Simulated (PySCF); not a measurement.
## Two runs on C6H6FN

System: C6H6FN (4-amino-1-fluorobenzene), SMILES Nc1ccc(F)cc1.
Method of run 1: GIAO wB97X-D/pcSseg-1 NMR shielding, non-relativistic, IEF-PCM chloroform (PySCF 2.14.0).

The geometry comes from this level: PBE0-D3(BJ)/def2-SVP. Text and figures count atoms from 1; the logs count them from 0 in places.

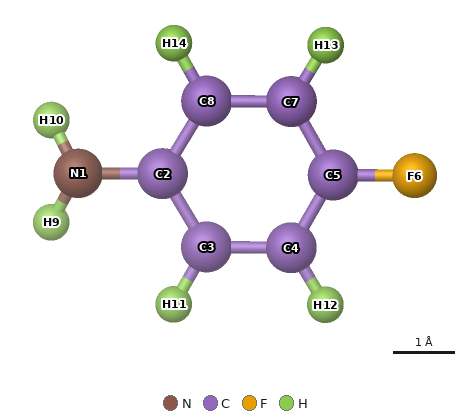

Fig. 1: The structure as given in the input (ball-and-stick view, seen on its broad side; atoms are numbered from 1 in the order of the input). Bond lengths as drawn: C–C 1.39 to 1.41 Å, C–F 1.34 Å, C–H 1.09 Å, C–N 1.38 Å and H–N 1.01 Å.

## Input, run 1
```
{"job": {"kind": "nmr", "xc": "wB97X-D", "basis": "pcSseg-1", "solvent": "chloroform", "pop": false}, "charge": 0, "multiplicity": 1}
N      2.307620     0.297368    -0.158798
C      0.929726     0.423111    -0.152239
C      0.318132     1.683380    -0.044061
C     -1.066447     1.807595     0.019530
C     -1.859647     0.668955    -0.026627
F     -3.190564     0.785304     0.035742
C     -1.284447    -0.590159    -0.138181
C      0.100181    -0.710293    -0.199661
H      2.828127     1.120739    -0.431146
H      2.675913    -0.551412    -0.567249
H      0.939620     2.581964    -0.004763
H     -1.540528     2.787456     0.102957
H     -1.927940    -1.471275    -0.176321
H      0.550297    -1.703177    -0.281348
```

The first line tells a small driver script what to run in PySCF; the rest is the geometry in Å.

Launched with:
```bash
OMP_NUM_THREADS=1 python <driver script> task.json out
```

Hardware: 1 CPU thread, shared host.

## Output (run 1)
```
coarse grid: 12384 points
cycle   1  E = -386.5658135249  dE =  1.673e+00  |g| = 5.163e-01  |ddm| = 3.649e+00
cycle   2  E = -386.5830056535  dE = -1.719e-02  |g| = 5.015e-01  |ddm| = 7.309e-01
cycle   3  E = -386.6206395986  dE = -3.763e-02  |g| = 5.714e-02  |ddm| = 3.438e-01
cycle   4  E = -386.6212240106  dE = -5.844e-04  |g| = 2.505e-02  |ddm| = 6.467e-02
cycle   5  E = -386.6213609513  dE = -1.369e-04  |g| = 5.752e-03  |ddm| = 2.830e-02
cycle   6  E = -386.6213687802  dE = -7.829e-06  |g| = 1.310e-03  |ddm| = 6.449e-03
final grid: 122080 points
cycle   7  E = -386.6761935184  dE = -1.419e-04  |g| = 6.744e-03  |ddm| = 5.997e-02
cycle   8  E = -386.6761947360  dE = -1.218e-06  |g| = 6.821e-03  |ddm| = 1.211e-02
cycle   9  E = -386.6762020655  dE = -7.329e-06  |g| = 4.110e-04  |ddm| = 4.313e-03
cycle  10  E = -386.6762021106  dE = -4.510e-08  |g| = 2.779e-04  |ddm| = 1.072e-03
cycle  11  E = -386.6762021260  dE = -1.535e-08  |g| = 4.650e-05  |ddm| = 2.466e-04
cycle  12  E = -386.6762021269  dE = -9.475e-10  |g| = 1.857e-05  |ddm| = 1.152e-04
converged SCF energy = -386.6762021269

GIAO shielding tensors (ppm)
atom      isotropic    diamagn.    paramagn.     s11        s22        s33       span
  0 N      195.604     317.904    -122.300    164.506    168.214    254.091     89.585
  1 C       33.408     253.308    -219.900    -59.554      6.250    153.527    213.081
  2 C       65.792     254.232    -188.440    -19.527     55.033    161.871    181.397
  3 C       61.519     256.534    -195.015    -27.116     45.967    165.706    192.822
  4 C       22.161     254.818    -232.657    -60.182     40.277     86.388    146.570
  5 F      322.291     477.535    -155.244    262.410    327.864    376.599    114.190
  6 C       61.467     256.006    -194.539    -27.213     45.923    165.690    192.903
  7 C       65.683     254.620    -188.937    -19.776     54.750    162.076    181.851
  8 H       27.988      30.465      -2.477     21.013     26.638     36.313     15.299
  9 H       27.981      31.320      -3.339     21.000     26.614     36.329     15.329
 10 H       24.612      30.746      -6.134     20.708     25.124     28.003      7.295
 11 H       24.245      28.546      -4.302     20.985     24.910     26.840      5.855
 12 H       24.243      29.823      -5.580     20.981     24.906     26.841      5.859
 13 H       24.605      32.121      -7.516     20.702     25.101     28.012      7.310
```

The input of run 2 differs as follows (lines with − go, lines with + come):
```diff
-"xc": "wB97X-D"
+"xc": "WP04"
```

What does this change do to the results?

The total energies belong to different methods, so their difference says nothing on which is more stable or more accurate. The HOMO goes from −7.64 to −7.12 eV. The LUMO goes from 1.33 to −2.45 eV. The dipole moment goes from 3.73 to 3.93 D. Of all shieldings, the largest change is that of N1, by −17.3 ppm. The functional changes from wB97X-D to WP04. Exact exchange removes part of the self-interaction error of semilocal functionals, which pushes filled and empty levels apart. The SCF takes 14 iterations against 12.

## Output (run 2)
```
coarse grid: 12384 points
cycle   1  E = -395.1877990752  dE =  1.233e+00  |g| = 8.779e-01  |ddm| = 3.786e+00
cycle   2  E = -395.0978084664  dE =  8.999e-02  |g| = 1.151e+00  |ddm| = 1.556e+00
cycle   3  E = -395.3233404185  dE = -2.255e-01  |g| = 1.715e-01  |ddm| = 9.376e-01
cycle   4  E = -395.3301230127  dE = -6.783e-03  |g| = 4.313e-02  |ddm| = 1.785e-01
cycle   5  E = -395.3305035214  dE = -3.805e-04  |g| = 2.103e-02  |ddm| = 4.982e-02
cycle   6  E = -395.3306162178  dE = -1.127e-04  |g| = 3.381e-03  |ddm| = 2.159e-02
cycle   7  E = -395.3306188264  dE = -2.609e-06  |g| = 1.267e-03  |ddm| = 3.948e-03
final grid: 122080 points
cycle   8  E = -395.4047222305  dE = -5.779e-05  |g| = 9.259e-03  |ddm| = 5.274e-02
cycle   9  E = -395.4047064664  dE =  1.576e-05  |g| = 1.315e-02  |ddm| = 1.809e-02
cycle  10  E = -395.4047410214  dE = -3.455e-05  |g| = 1.549e-03  |ddm| = 1.143e-02
cycle  11  E = -395.4047414668  dE = -4.454e-07  |g| = 2.420e-04  |ddm| = 1.549e-03
cycle  12  E = -395.4047414721  dE = -5.371e-09  |g| = 1.887e-04  |ddm| = 3.417e-04
cycle  13  E = -395.4047414813  dE = -9.205e-09  |g| = 2.996e-05  |ddm| = 1.845e-04
cycle  14  E = -395.4047414815  dE = -1.846e-10  |g| = 1.270e-05  |ddm| = 3.039e-05
converged SCF energy = -395.4047414815

GIAO shielding tensors (ppm)
atom      isotropic    diamagn.    paramagn.     s11        s22        s33       span
  0 N      178.334     318.447    -140.113    144.358    156.688    233.957     89.599
  1 C       22.120     254.257    -232.137    -66.644     -5.691    138.696    205.340
  2 C       54.189     254.773    -200.585    -30.646     43.485    149.728    180.374
  3 C       50.751     256.518    -205.767    -36.070     34.726    153.597    189.667
  4 C        9.465     256.540    -247.074    -67.687     24.482     71.601    139.288
  5 F      316.677     481.531    -164.854    254.607    328.402    367.022    112.415
  6 C       50.711     256.628    -205.917    -36.154     34.700    153.586    189.740
  7 C       54.100     255.869    -201.769    -30.852     43.219    149.933    180.784
  8 H       28.044      30.323      -2.279     21.382     26.984     35.767     14.385
  9 H       28.037      31.456      -3.420     21.368     26.958     35.784     14.415
 10 H       25.142      31.244      -6.102     21.351     25.400     28.676      7.326
 11 H       24.767      28.711      -3.944     21.556     25.200     27.546      5.990
 12 H       24.766      30.404      -5.638     21.553     25.197     27.547      5.994
 13 H       25.137      33.089      -7.952     21.347     25.380     28.684      7.336
```

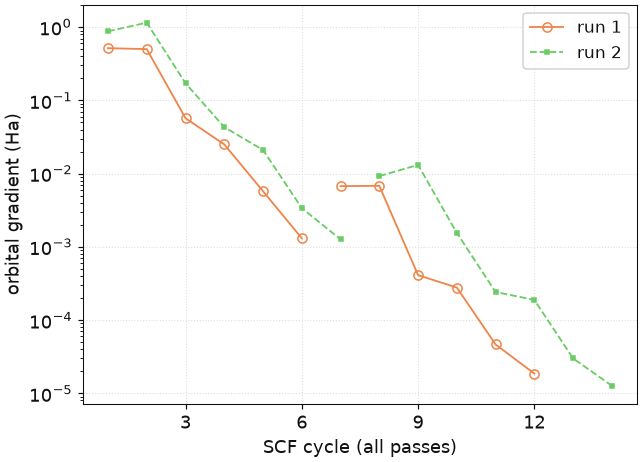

Fig. 2: Convergence of the two runs: orbital gradient against the SCF cycle. A break in a curve parts two SCF passes (coarse and final grid). Run 1 takes 12 cycles in all, and run 2 takes 14.

## The two runs side by side

| quantity | run 1 | run 2 |
| --- | --- | --- |
| outcome | converged | converged |
| total energy (hartree) | −386.676202 | −395.404741 |
| HOMO (eV) | −7.64 | −7.12 |
| LUMO (eV) | 1.33 | −2.45 |
| dipole moment (D) | 3.73 | 3.93 |
| shielding of N1 (ppm) | 195.6 | 178.3 |
| shielding of C2 (ppm) | 33.4 | 22.1 |
| shielding of C3 (ppm) | 65.8 | 54.2 |
| shielding of C4 (ppm) | 61.5 | 50.8 |
| shielding of C5 (ppm) | 22.2 | 9.5 |
| shielding of C7 (ppm) | 61.5 | 50.7 |
| shielding of C8 (ppm) | 65.7 | 54.1 |
| SCF iterations | 12 | 14 |
| basis functions | 166 | 166 |
| wall time (shared host) | 15 s | 13 s |
